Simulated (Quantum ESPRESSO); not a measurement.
# Commensurate spirals of FePt (Tetraferroplatinum)

Wanted: E(q) of FePt (Tetraferroplatinum) at simple fractions of a reciprocal vector.

Main program and level: Quantum ESPRESSO 7.5; PBE; plane waves with Ansatz NC SR PBE potentials, no spin-orbit coupling, flat spiral in a supercell.

### 1. Set-up

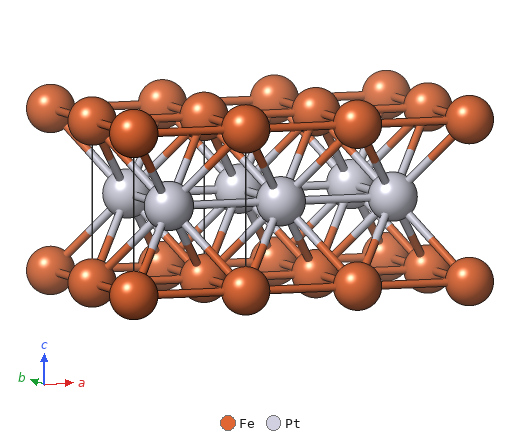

The cell as given, slightly off an axis (iron orange, platinum light grey). 3×2×1 cells are drawn. Some periodic images of atoms are drawn too.

As a file:

```cif
data_structure
_symmetry_space_group_name_H-M 'P4/mmm'
_symmetry_Int_Tables_number 123
_cell_length_a 2.7235
_cell_length_b 2.7235
_cell_length_c 3.7200
_cell_angle_alpha 90.000
_cell_angle_beta 90.000
_cell_angle_gamma 90.000
_cell_volume 27.59
loop_
_atom_site_label
_atom_site_type_symbol
_atom_site_symmetry_multiplicity
_atom_site_Wyckoff_symbol
_atom_site_fract_x
_atom_site_fract_y
_atom_site_fract_z
_atom_site_occupancy
Fe1 Fe 1 a 0.00000 0.00000 0.00000 1
Pt1 Pt 1 d 0.50000 0.50000 0.50000 1
```

The cell comes from the Crystallography Open Database.

### 2. Parallel moments, one cell

pw.in reads:

```
&CONTROL
  calculation = 'scf'
  prefix = 'pwscf'
  outdir = './tmp'
  pseudo_dir = './pseudo'
  disk_io = 'nowf'
/
&SYSTEM
  ibrav = 0
  celldm(1) = 8
  nat = 2
  ntyp = 2
  ecutwfc = 76
  nbnd = 48
  occupations = 'smearing'
  smearing = 'fd'
  degauss = 0.00999582
  noncolin = .true.
  starting_magnetization(1) = 0.175
  angle1(1) = 90
  angle2(1) = 0
  starting_magnetization(2) = 0
/
&ELECTRONS
  conv_thr = 2d-08
  electron_maxstep = 150
  mixing_beta = 0.3
/
ATOMIC_SPECIES
Fe     55.8450 Fe.upf
Pt    195.0840 Pt.upf
CELL_PARAMETERS alat
   0.6433336375523    0.0000000000000    0.0000000000000
   0.0000000000000    0.6433336375523    0.0000000000000
   0.0000000000000    0.0000000000000    0.8787226479510
ATOMIC_POSITIONS crystal
Fe      0.0000000000    0.0000000000    0.0000000000
Pt      0.5000000000    0.5000000000    0.5000000000
K_POINTS automatic
12 6 6 0 0 0
```

Started as:

```
$ OMP_NUM_THREADS=1 mpirun -n 4 pw.x -nk 4 -in pw.in > pw.out
```

The program printed:

```text
Program PWSCF v.7.5 starts

     Fixed quantization axis for GGA:     1.000000    0.000000    0.000000
     Message from routine setup:
     using ibrav=0 with symmetry is DISCOURAGED, use correct ibrav instead

     K-points division:     npool     =       4
     Subspace diagonalization in iterative solution of the eigenvalue problem:

     G-vector sticks info
     --------------------
     sticks:   dense  smooth     PW     G-vecs:    dense   smooth      PW
     Sum         641     641    193                16639    16639    2829

     Using Slab Decomposition

     bravais-lattice index     =            0
     lattice parameter (alat)  =       8.0000  a.u.
     unit-cell volume          =     186.2063 (a.u.)^3
     number of atoms/cell      =            2
     number of atomic types    =            2
     number of electrons       =        34.00
     number of Kohn-Sham states=           48
     kinetic-energy cutoff     =      76.0000  Ry
     charge density cutoff     =     304.0000  Ry
     scf convergence threshold =      2.0E-08
     mixing beta               =       0.3000
     number of iterations used =            8  plain     mixing
     Exchange-correlation= PBE
                           (   1   4   3   4   0   0   0)
     Noncollinear calculation without spin-orbit

     celldm(1)=   8.000000  celldm(2)=   0.000000  celldm(3)=   0.000000
     celldm(4)=   0.000000  celldm(5)=   0.000000  celldm(6)=   0.000000

     crystal axes: (cart. coord. in units of alat)
               a(1) = (   0.643334   0.000000   0.000000 )
               a(2) = (   0.000000   0.643334   0.000000 )
               a(3) = (   0.000000   0.000000   0.878723 )

     reciprocal axes: (cart. coord. in units 2 pi/alat)
               b(1) = (  1.554403  0.000000  0.000000 )
               b(2) = (  0.000000  1.554403  0.000000 )
               b(3) = (  0.000000  0.000000  1.138016 )

     PseudoPot. # 1 for Fe read from file:
     Fe.upf
     Pseudo is Norm-conserving + core correction, Zval = 16.0
     Ansatz make-channels, of a published file: Generated using ONCVPSP code by D. R.
     Using radial grid of 1426 points,  6 beta functions with:
                l(1) =   0
                l(2) =   0
                l(3) =   1
                l(4) =   1
                l(5) =   2
                l(6) =   2

     PseudoPot. # 2 for Pt read from file:
     Pt.upf
     Pseudo is Norm-conserving + core correction, Zval = 18.0
     Ansatz make-channels, of a published file: Generated using ONCVPSP code by D. R.
     Using radial grid of 1374 points,  8 beta functions with:
                l(1) =   0
                l(2) =   0
                l(3) =   1
                l(4) =   1
                l(5) =   2
                l(6) =   2
                l(7) =   3
                l(8) =   3

     atomic species   valence    mass     pseudopotential
     Fe               16.00    55.84500     Fe( 1.00)
     Pt               18.00   195.08400     Pt( 1.00)

      8 Sym. Ops., with inversion, found

   Cartesian axes

     site n.     atom                  positions (alat units)
         1        Fe     tau(   1) = (   0.0000000   0.0000000   0.0000000  )
         2        Pt     tau(   2) = (   0.3216668   0.3216668   0.4393613  )

     number of k points=   160  Fermi-Dirac smearing, width (Ry)=  0.0100

     Number of k-points >= 100: set verbosity='high' to print them.

     Dense  grid:    16639 G-vectors     FFT dimensions: (  30,  30,  40)

     Generating pointlists ...
     new r_m :   0.2609 (alat units)  2.0870 (a.u.) for type    1
     new r_m :   0.2609 (alat units)  2.0870 (a.u.) for type    2

     Initial potential from superposition of free atoms

     starting charge      33.9995, renormalised to      34.0000

 ==============================================================================
     atom number    1 relative position :    0.0000   0.0000   0.0000
     charge :    14.714239  (integrated on a sphere of radius 0.261)
     magnetization :          2.513641    0.000000    0.000000
     magnetization/charge:    0.170831    0.000000    0.000000
     polar coord.: r, theta, phi [deg] :     2.513641   90.000000    0.000000

 ==============================================================================

 ==============================================================================
     atom number    2 relative position :    0.3217   0.3217   0.4394
     charge :    16.101968  (integrated on a sphere of radius 0.261)
     magnetization :          0.060674    0.000000    0.000000
     magnetization/charge:    0.003768    0.000000    0.000000
     polar coord.: r, theta, phi [deg] :     0.060674   90.000000    0.000000

 ==============================================================================
     Starting wfcs are   40 randomized atomic wfcs +    8 random wfcs

     Self-consistent Calculation

     iteration #  1     ecut=    76.00 Ry     beta= 0.30
     Davidson diagonalization with overlap
     ethr =  1.00E-02,  avg # of iterations =  3.8

     total energy              =    -520.02606171 Ry
     estimated scf accuracy    <       2.64031678 Ry

     total magnetization       =     1.55     0.00     0.00 Bohr mag/cell
     absolute magnetization    =     1.60 Bohr mag/cell

     iteration #  2     ecut=    76.00 Ry     beta= 0.30
     Davidson diagonalization with overlap
     ethr =  7.77E-03,  avg # of iterations =  2.1

     total energy              =    -520.63599511 Ry
     estimated scf accuracy    <       6.79142255 Ry

     total magnetization       =     1.64     0.00    -0.00 Bohr mag/cell
     absolute magnetization    =     1.72 Bohr mag/cell

     iteration #  3     ecut=    76.00 Ry     beta= 0.30
     Davidson diagonalization with overlap
     ethr =  7.77E-03,  avg # of iterations =  1.8

     total energy              =    -521.04881469 Ry
     estimated scf accuracy    <       0.29990612 Ry

     total magnetization       =     3.00    -0.00     0.00 Bohr mag/cell
     absolute magnetization    =     3.03 Bohr mag/cell

     [... further iterations left out ...]

     iteration #  9     ecut=    76.00 Ry     beta= 0.30
     Davidson diagonalization with overlap
     ethr =  8.22E-07,  avg # of iterations =  3.1

     total energy              =    -521.08632374 Ry
     estimated scf accuracy    <       0.00001482 Ry

     total magnetization       =     3.27    -0.00     0.00 Bohr mag/cell
     absolute magnetization    =     3.43 Bohr mag/cell

     iteration # 10     ecut=    76.00 Ry     beta= 0.30
     Davidson diagonalization with overlap
     ethr =  4.36E-08,  avg # of iterations =  2.1

     total energy              =    -521.08633162 Ry
     estimated scf accuracy    <       0.00000150 Ry

     total magnetization       =     3.28    -0.00    -0.00 Bohr mag/cell
     absolute magnetization    =     3.44 Bohr mag/cell

     iteration # 11     ecut=    76.00 Ry     beta= 0.30
     Davidson diagonalization with overlap
     ethr =  4.40E-09,  avg # of iterations =  2.0

     total energy              =    -521.08633204 Ry
     estimated scf accuracy    <       0.00000034 Ry

     total magnetization       =     3.28     0.00    -0.00 Bohr mag/cell
     absolute magnetization    =     3.44 Bohr mag/cell

     iteration # 12     ecut=    76.00 Ry     beta= 0.30
     Davidson diagonalization with overlap
     ethr =  1.01E-09,  avg # of iterations =  2.0

 ==============================================================================
     atom number    1 relative position :    0.0000   0.0000   0.0000
     charge :    14.727850  (integrated on a sphere of radius 0.261)
     magnetization :          2.947088   -0.000000   -0.000000
     magnetization/charge:    0.200103   -0.000000   -0.000000
     polar coord.: r, theta, phi [deg] :     2.947088   90.000000   -0.000000

 ==============================================================================

 ==============================================================================
     atom number    2 relative position :    0.3217   0.3217   0.4394
     charge :    15.792908  (integrated on a sphere of radius 0.261)
     magnetization :          0.390325    0.000000    0.000000
     magnetization/charge:    0.024715    0.000000    0.000000
     polar coord.: r, theta, phi [deg] :     0.390325   90.000000    0.000000

 ==============================================================================

     End of self-consistent calculation

     Number of k-points >= 100: set verbosity='high' to print the bands.

     the Fermi energy is    20.7119 ev

!    total energy              =    -521.08633213 Ry
     estimated scf accuracy    <       0.00000002 Ry
     smearing contrib. (-TS)   =      -0.00677864 Ry
     internal energy E=F+TS    =    -521.07955349 Ry

     The total energy is F=E-TS. E is the sum of the following terms:
     one-electron contribution =    -160.36655259 Ry
     hartree contribution      =     102.67918960 Ry
     xc contribution           =     -94.41617478 Ry
     ewald contribution        =    -368.97601571 Ry

     total magnetization       =     3.28    -0.00     0.00 Bohr mag/cell
     absolute magnetization    =     3.44 Bohr mag/cell

     convergence has been achieved in  12 iterations

=------------------------------------------------------------------------------=
   JOB DONE.
=------------------------------------------------------------------------------=
```

The job ended after 2.1 min (4 MPI ranks of Arm Neoverse V1, shared host; peak memory 0.79 GiB).

Spin moment in the atom's sphere by atom:

```
atom  x (μB)  y (μB)  z (μB)  size
 Fe1    2.95    0.00    0.00  2.95
 Pt2    0.39    0.00    0.00  0.39
```

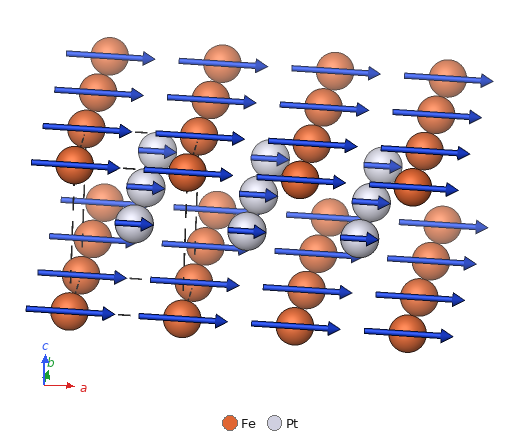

Spin moment in the atom's sphere as arrows, the longest 2.95 μB. Each arrow also spans its atom, so small moments look longer than they are. 3×3×1 cells are drawn. Some periodic images of atoms are drawn too.

Numbers from this step:

- smearing term TS: 0.09223 eV
- magnetization: 3.279, 0, 0 μB
- absolute magnetization: 3.441 μB
- final state: ferromagnetic

### 3. One turn in 2 cells along the input cell's a

Neighbouring cells are turned by 180° in the xy plane; the cell holds 4 atoms.

pw.in reads:

```
&CONTROL
  calculation = 'scf'
  prefix = 'pwscf'
  outdir = './tmp'
  pseudo_dir = './pseudo'
  disk_io = 'nowf'
/
&SYSTEM
  ibrav = 0
  celldm(1) = 8
  nat = 4
  ntyp = 4
  ecutwfc = 76
  nbnd = 88
  occupations = 'smearing'
  smearing = 'fd'
  degauss = 0.00999582
  noncolin = .true.
  starting_magnetization(1) = 0.175
  angle1(1) = 90
  angle2(1) = 0
  starting_magnetization(2) = 0.175
  angle1(2) = 90
  angle2(2) = 180
  starting_magnetization(3) = 0
  starting_magnetization(4) = 0
/
&ELECTRONS
  conv_thr = 4d-08
  electron_maxstep = 150
  mixing_beta = 0.3
/
ATOMIC_SPECIES
Fe1    55.8450 Fe.upf
Fe2    55.8450 Fe.upf
Pt1   195.0840 Pt.upf
Pt2   195.0840 Pt.upf
CELL_PARAMETERS alat
   1.2866672751046    0.0000000000000    0.0000000000000
   0.0000000000000    0.6433336375523    0.0000000000000
   0.0000000000000    0.0000000000000    0.8787226479510
ATOMIC_POSITIONS crystal
Fe1     0.0000000000    0.0000000000    0.0000000000
Fe2     0.5000000000    0.0000000000    0.0000000000
Pt1     0.2500000000    0.5000000000    0.5000000000
Pt2     0.7500000000    0.5000000000    0.5000000000
K_POINTS automatic
6 6 6 0 0 0
```

The program printed:

```text
     [... lines left out ...]
Program PWSCF v.7.5 starts
     [... lines left out ...]
     number of atoms/cell      =            4
     [... lines left out ...]
     number of electrons       =        68.00
     number of Kohn-Sham states=           88
     kinetic-energy cutoff     =      76.0000  Ry
     charge density cutoff     =     304.0000  Ry
     scf convergence threshold =      4.0E-08
     [... lines left out ...]
     Noncollinear calculation without spin-orbit
     [... lines left out ...]
      4 Sym. Ops. (no inversion) found
     [... lines left out ...]
     number of k points=    72  Fermi-Dirac smearing, width (Ry)=  0.0100
     [... lines left out ...]
     iteration # 16     ecut=    76.00 Ry     beta= 0.30
     [... lines left out ...]
     atom number    1 relative position :    0.0000   0.0000   0.0000
     [... lines left out ...]
     magnetization :          2.886654    0.000000   -0.000000
     [... lines left out ...]
     atom number    2 relative position :    0.6433   0.0000   0.0000
     [... lines left out ...]
     magnetization :         -2.886684   -0.000000   -0.000000
     [... lines left out ...]
     atom number    3 relative position :    0.3217   0.3217   0.4394
     [... lines left out ...]
     magnetization :         -0.000001    0.000000    0.000000
     [... lines left out ...]
     atom number    4 relative position :    0.9650   0.3217   0.4394
     [... lines left out ...]
     magnetization :         -0.000001    0.000000   -0.000000
     [... lines left out ...]
     the Fermi energy is    20.8975 ev
!    total energy              =   -1042.17257708 Ry
     estimated scf accuracy    <          5.6E-09 Ry
     smearing contrib. (-TS)   =      -0.01623257 Ry
     [... lines left out ...]
     total magnetization       =    -0.00     0.00    -0.00 Bohr mag/cell
     absolute magnetization    =     6.15 Bohr mag/cell
     convergence has been achieved in  16 iterations
```

Wall time 5.8 min (4 MPI ranks); peak memory 1.4 GiB; 23 min of CPU time.

Spin moment in the atom's sphere by atom:

```
atom  x (μB)  y (μB)  z (μB)  size
 Fe1    2.89    0.00    0.00  2.89
 Fe2   -2.89    0.00    0.00  2.89
 Pt3    0.00    0.00    0.00  0.00
 Pt4    0.00    0.00    0.00  0.00
```

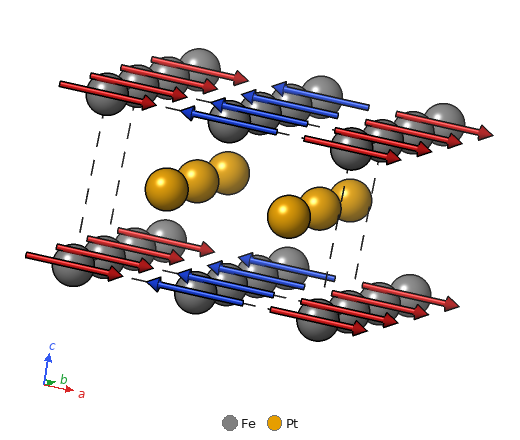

Spin moment in the atom's sphere as arrows, the longest 2.89 μB. The two directions have two colours. 1×3×1 cells are drawn. Some periodic images of atoms are drawn too.

Numbers from this step:

```yaml
smearing_term_ts: 0.2209 eV
magnetization: 0, 0, 0 μB
absolute_magnetization: 6.15 μB
final_state: antiferromagnetic
```

### 4. One turn in 3 cells along the input cell's a

Neighbouring cells are turned by 120° in the xy plane; the cell holds 6 atoms.

pw.in reads:

```
&CONTROL
  calculation = 'scf'
  prefix = 'pwscf'
  outdir = './tmp'
  pseudo_dir = './pseudo'
  disk_io = 'nowf'
/
&SYSTEM
  ibrav = 0
  celldm(1) = 8
  nat = 6
  ntyp = 6
  ecutwfc = 76
  nbnd = 128
  occupations = 'smearing'
  smearing = 'fd'
  degauss = 0.00999582
  noncolin = .true.
  starting_magnetization(1) = 0.175
  angle1(1) = 90
  angle2(1) = 0
  starting_magnetization(2) = 0.175
  angle1(2) = 90
  angle2(2) = 120
  starting_magnetization(3) = 0.175
  angle1(3) = 90
  angle2(3) = -120
  starting_magnetization(4) = 0
  starting_magnetization(5) = 0
  starting_magnetization(6) = 0
/
&ELECTRONS
  conv_thr = 6d-08
  electron_maxstep = 150
  mixing_beta = 0.3
/
ATOMIC_SPECIES
Fe1    55.8450 Fe.upf
Fe2    55.8450 Fe.upf
Fe3    55.8450 Fe.upf
Pt1   195.0840 Pt.upf
Pt2   195.0840 Pt.upf
Pt3   195.0840 Pt.upf
CELL_PARAMETERS alat
   1.9300009126569    0.0000000000000    0.0000000000000
   0.0000000000000    0.6433336375523    0.0000000000000
   0.0000000000000    0.0000000000000    0.8787226479510
ATOMIC_POSITIONS crystal
Fe1     0.0000000000    0.0000000000    0.0000000000
Fe2     0.3333333333    0.0000000000    0.0000000000
Fe3     0.6666666667    0.0000000000    0.0000000000
Pt1     0.1666666667    0.5000000000    0.5000000000
Pt2     0.5000000000    0.5000000000    0.5000000000
Pt3     0.8333333333    0.5000000000    0.5000000000
K_POINTS automatic
4 6 6 0 0 0
```

The program printed:

```text
     [... lines left out ...]
Program PWSCF v.7.5 starts
     [... lines left out ...]
     number of atoms/cell      =            6
     [... lines left out ...]
     number of electrons       =       102.00
     number of Kohn-Sham states=          128
     kinetic-energy cutoff     =      76.0000  Ry
     charge density cutoff     =     304.0000  Ry
     scf convergence threshold =      6.0E-08
     [... lines left out ...]
     Noncollinear calculation without spin-orbit
     [... lines left out ...]
      2 Sym. Ops. (no inversion) found
     [... lines left out ...]
     number of k points=    84  Fermi-Dirac smearing, width (Ry)=  0.0100
     [... lines left out ...]
     iteration # 20     ecut=    76.00 Ry     beta= 0.30
     [... lines left out ...]
     atom number    1 relative position :    0.0000   0.0000   0.0000
     [... lines left out ...]
     magnetization :          2.888138    0.000001   -0.000000
     [... lines left out ...]
     atom number    2 relative position :    0.6433   0.0000   0.0000
     [... lines left out ...]
     magnetization :         -1.443952    2.501250   -0.000000
     [... lines left out ...]
     atom number    3 relative position :    1.2867   0.0000   0.0000
     [... lines left out ...]
     magnetization :         -1.443926   -2.501274   -0.000000
     [... lines left out ...]
     atom number    4 relative position :    0.3217   0.3217   0.4394
     [... lines left out ...]
     magnetization :          0.057164    0.098929    0.000000
     [... lines left out ...]
     atom number    5 relative position :    0.9650   0.3217   0.4394
     [... lines left out ...]
     magnetization :         -0.114289    0.000018    0.000000
     [... lines left out ...]
     atom number    6 relative position :    1.6083   0.3217   0.4394
     [... lines left out ...]
     magnetization :          0.057127   -0.098985   -0.000000
     [... lines left out ...]
     the Fermi energy is    20.8661 ev
!    total energy              =   -1563.25749917 Ry
     estimated scf accuracy    <          8.7E-09 Ry
     smearing contrib. (-TS)   =      -0.02271543 Ry
     [... lines left out ...]
     total magnetization       =     0.00     0.00     0.00 Bohr mag/cell
     absolute magnetization    =     9.44 Bohr mag/cell
     convergence has been achieved in  20 iterations
```

Elapsed: 23 min, on 4 MPI ranks; peak memory 3 GiB; 1.6 h of CPU time.

Spin moment in the atom's sphere by atom:

```
atom  x (μB)  y (μB)  z (μB)  size
 Fe1    2.89    0.00    0.00  2.89
 Fe2   -1.44    2.50    0.00  2.89
 Fe3   -1.44   -2.50    0.00  2.89
 Pt4    0.06    0.10    0.00  0.11
 Pt5   -0.11    0.00    0.00  0.11
 Pt6    0.06   -0.10    0.00  0.11
```

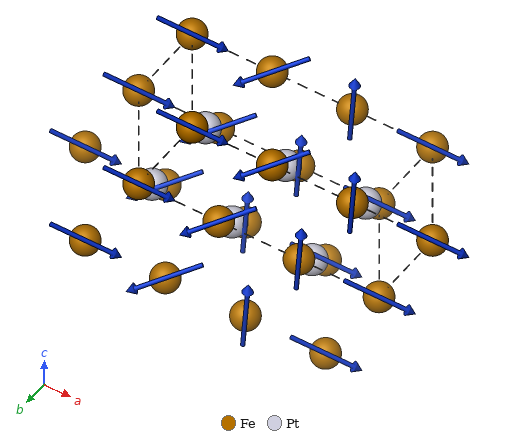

Spin moment in the atom's sphere as arrows, the longest 2.89 μB. 1×2×1 cells are drawn. Some periodic images of atoms are drawn too.

Numbers from this step:

- smearing term TS: 0.3091 eV
- magnetization: 0, 0, 0 μB
- absolute magnetization: 9.442 μB
- final state: non-collinear

(Continued in part 2 of 2.)

[Logs and program files are shortened in this print: banners, set-up blocks, solver, clock and traceback lines can be left out without a mark of their own.]

[Logs are printed without paths, hosts, clocks, repeated set-up lines and the standing remarks that a program may print on its own settings, such as how far it seeks lower states.]

[Hosts, paths, dates, database ids (printed as entryN), source tags and the programs' standing remarks are cut or masked in the printed files.]

[Where a cell is said to come from a database of computed structures, the database is the Materials Project.]
